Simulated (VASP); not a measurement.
Band structure of Li (bcc). Method: LDA (Ceperley-Alder, Perdew-Zunger), VASP's LDA PAW potentials (set 64) (plane waves; VASP).

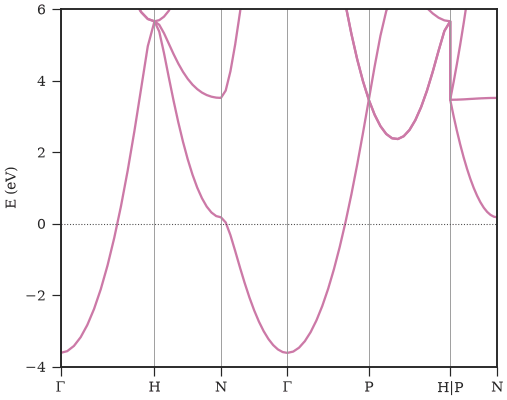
Figure: Bands along high-symmetry lines, zero at the valence-band maximum or, without a gap, the Fermi level

**Question.** Read the plot: is there a gap, and where are the band edges?

**Answer.** It has no gap at this level: it comes out as a metal or semimetal. (Edges off the drawn lines would not show.)

The compound is Li in the bcc structure. It was relaxed first, which changed the volume by -11 %.
